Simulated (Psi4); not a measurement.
**PBE0/cc-pVQZ (density fitting with def2-universal-jkfit, sweep point 3) run of CH3FGeO (SMILES C[O][Ge][F])**

Aim: the vertical singlet–triplet gap of CH3FGeO at PBE0/cc-pVQZ (density fitting with def2-universal-jkfit, sweep point 3), from 2 runs. 

Program for the calculation: Psi4 1.11.

### 1 The structure to begin with

CH3FGeO: 7 atoms, total charge 0, spin state singlet. SMILES: `C[O][Ge][F]`. Geometry: relaxed at PBE0-D4/def2-TZVP. This is one conformer, not always the lowest.

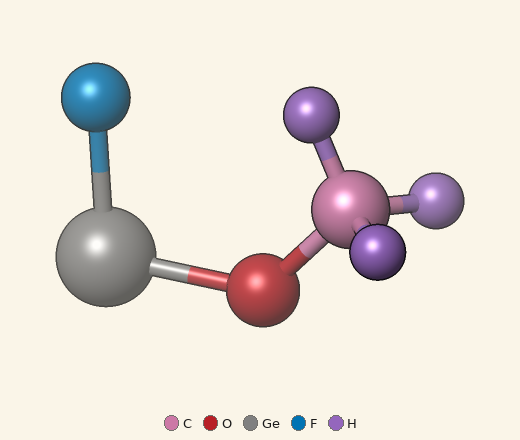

Viewed from a chosen angle; carbon pink, oxygen red, germanium grey, fluorine blue, hydrogen purple.

### 2 A single-point energy at PBE0/cc-pVQZ (density fitting with def2-universal-jkfit, sweep point 3)

The input, calc.inp:

```
memory 1600 MB

molecule {
  0 1
  C     -0.95393375     0.92880039     0.74625285
  O      0.77932305     1.17956705    -1.26970698
  Ge     2.72441815    -1.15405574    -2.64259301
  F      1.82812105    -3.76168882    -0.75626840
  H     -1.03651478    -1.00571224     1.46227008
  H     -0.39306303     2.19416100     2.28014354
  H     -2.83213254     1.49004905     0.09391939
  units au
  symmetry c1
}

set globals {
  basis cc-pVQZ
  puream true
  scf_type df
  dft_radial_points 99
  dft_spherical_points 590
  df_basis_scf def2-universal-jkfit
}

energy('pbe0')
```

Started as:

```
$ psi4 calc.inp calc.out -n 1
```

calc.out, cut to the lines that bear on the results:

```text
[...]
  Running in c1 symmetry.
[...]
  Nuclear repulsion =  275.689803729214759
[...]
  Multiplicity = 1
[...]
  Nalpha       = 29
  Nbeta        = 29
[...]
    Number of basis functions: 323
[...]
   @DF-RKS iter   1: -2290.47229086164089   -2.73881e+00   7.66709e-03 DIIS/ADIIS
[...]
   @DF-RKS iter   9: -2291.69401936573104   -2.89917e-07   2.93523e-07 DIIS
[...]
    Orbital Energies [Eh]
    ---------------------
    Doubly Occupied:
       1A   -399.133863     2A    -49.947128     3A    -44.429166
       4A    -44.427317     5A    -44.426100     6A    -24.728306
       7A    -19.216513     8A    -10.265814     9A     -6.313681
      10A     -4.471495    11A     -4.466501    12A     -4.462037
      13A     -1.276690    14A     -1.269109    15A     -1.266492
      16A     -1.262620    17A     -1.258573    18A     -1.160780
      19A     -1.033204    20A     -0.706353    21A     -0.551869
      22A     -0.476538    23A     -0.467457    24A     -0.466733
      25A     -0.418772    26A     -0.407575    27A     -0.336300
      28A     -0.317057    29A     -0.301133
[...]
  @DF-RKS Final Energy: -2291.69401936573104
   => Energetics <=
    Nuclear Repulsion Energy =            275.6898037292147592
    One-Electron Energy =               -3740.9341345038769759
    Two-Electron Energy =                1252.2825175239893269
    DFT Exchange-Correlation Energy =     -78.7322061150583181
    Empirical Dispersion Energy =           0.0000000000000000
    VV10 Nonlocal Energy =                  0.0000000000000000
    Total Energy =                      -2291.6940193657314921
[...]
 Multipole Moments:
 ------------------------------------------------------------------------------------
     Multipole            Electronic (a.u.)      Nuclear  (a.u.)        Total (a.u.)
 ------------------------------------------------------------------------------------
 L = 1.  Multiply by 2.5417464519 to convert [e a0] to [Debye]
 Dipole X            :          9.0678979           -9.0828499           -0.0149520
 Dipole Y            :         -4.6470830            4.9614130            0.3143300
 Dipole Z            :         -8.5209200            8.4307046           -0.0902154
 Magnitude           :                                                    0.3273617
[...]
```

Wall time 49 s (1 thread of INTEL XEON PLATINUM 8581C at 2.10GHz (Emerald Rapids), shared host); peak memory 1.7 GiB.

### 3 The triplet

The input, input.dat:

```
memory 1.6 GB

molecule system {
  0 3
  C     -0.95393375     0.92880039     0.74625285
  O      0.77932305     1.17956705    -1.26970698
  Ge     2.72441815    -1.15405574    -2.64259301
  F      1.82812105    -3.76168882    -0.75626840
  H     -1.03651478    -1.00571224     1.46227008
  H     -0.39306303     2.19416100     2.28014354
  H     -2.83213254     1.49004905     0.09391939
  units bohr
  symmetry c1
}

set {
  reference            uks
  puream               true
  scf_type             df
  dft_radial_points    99
  dft_spherical_points 590
  maxiter              100
  df_basis_scf         def2-universal-jkfit
}

E, wfn = energy('pbe0/cc-pVQZ', return_wfn=True)
```

Started as:

```
$ psi4 -n 1 input.dat output.dat
```

output.dat, cut to the lines that bear on the results:

```text
[...]
  Running in c1 symmetry.
[...]
  Nuclear repulsion =  275.689803729214759
[...]
  Multiplicity = 3
[...]
  Nalpha       = 30
  Nbeta        = 28
[...]
    Number of basis functions: 323
[...]
   @DF-UKS iter   1: -2290.24093551230135   -2.50745e+00   7.77481e-03 ADIIS/DIIS
[...]
   @DF-UKS iter  12: -2291.56074342756165   -7.13986e-07   7.15381e-07 DIIS
[...]
   @S^2 Observed:                2.003513909E+00
[...]
    Orbital Energies [Eh]
    ---------------------
    Alpha Occupied:
       1A   -399.155857     2A    -49.967770     3A    -44.448948
       4A    -44.448891     5A    -44.448201     6A    -24.746983
       7A    -19.230555     8A    -10.276171     9A     -6.336879
      10A     -4.491720    11A     -4.490028    12A     -4.489482
      13A     -1.302117    14A     -1.289822    15A     -1.287594
      16A     -1.286242    17A     -1.284993    18A     -1.179210
      19A     -1.050062    20A     -0.718574    21A     -0.574232
      22A     -0.496469    23A     -0.479160    24A     -0.476631
      25A     -0.435252    26A     -0.422184    27A     -0.371180
      28A     -0.338182    29A     -0.333421    30A     -0.173772
    Alpha Virtual:
[...]
  @DF-UKS Final Energy: -2291.56074342756165
   => Energetics <=
    Nuclear Repulsion Energy =            275.6898037292147592
    One-Electron Energy =               -3739.9194884579901554
    Two-Electron Energy =                1251.3907631478446092
    DFT Exchange-Correlation Energy =     -78.7218218466307889
    Empirical Dispersion Energy =           0.0000000000000000
    VV10 Nonlocal Energy =                  0.0000000000000000
    Total Energy =                      -2291.5607434275616470
  UHF NO Occupations:
  HONO-2 :   28  A 1.9991859
  HONO-1 :   29  A 1.0000000
[...]
 Multipole Moments:
 ------------------------------------------------------------------------------------
     Multipole            Electronic (a.u.)      Nuclear  (a.u.)        Total (a.u.)
 ------------------------------------------------------------------------------------
 L = 1.  Multiply by 2.5417464519 to convert [e a0] to [Debye]
 Dipole X            :          9.0776891           -9.0828499           -0.0051608
 Dipole Y            :         -4.5922466            4.9614130            0.3691664
 Dipole Z            :         -8.5519463            8.4307046           -0.1212418
 Magnitude           :                                                    0.3886001
[...]
```

Wall time 98 s (1 thread of INTEL XEON PLATINUM 8581C at 2.10GHz (Emerald Rapids), shared host); peak memory 1.7 GiB.

### 4 Outcome

Level: PBE0/cc-pVQZ (density fitting with def2-universal-jkfit, sweep point 3).

```
                                        quantity           value
                           singlet: total energy  -2291.69402 Eh
                          singlet: dipole moment          0.83 D
                            singlet: HOMO energy        -8.19 eV
                            singlet: LUMO energy        -1.97 eV
                          singlet: HOMO–LUMO gap         6.22 eV
                           triplet: total energy  -2291.56074 Eh
                          triplet: dipole moment          0.99 D
     triplet: HOMO energy (highest over α and β)        -4.73 eV
                                   triplet: ⟨S²⟩           2.004
vertical energy of the triplet above the singlet        3.627 eV
```

What this shows: At this shape the triplet lies 3.63 eV (84 kcal/mol) above the singlet.
